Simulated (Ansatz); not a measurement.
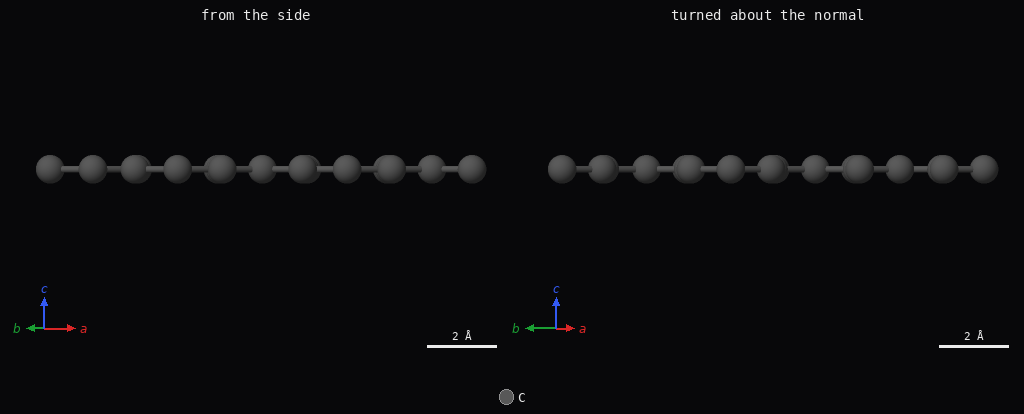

A ball-and-stick picture of a periodic sheet, seen from the side and turned about the normal. The surface normal points up in side views; the vacuum is left out. 2×2 cells are drawn in the plane, with atoms at the edges repeated.

The cell holds 7 C.

> What height do the atoms span?

About 0.0 Å from the lowest to the highest atom.

> How do the atoms link up?

C takes three kinds of site: three a cell with three C in a distorted trigonal planar arrangement at about 1.4 Å; three a cell with two C in a bent arrangement at about 1.4 Å; one a cell with three C in a trigonal planar arrangement at about 1.4 Å. The bonds build C layers parallel to the surface.

The structure was taken from a structure type filled with this element by a generator (whether the element takes this form wasn't checked). This is the structure after a relaxation with DFT PBE, scalar-relativistic, plane waves, PAW in Ansatz.
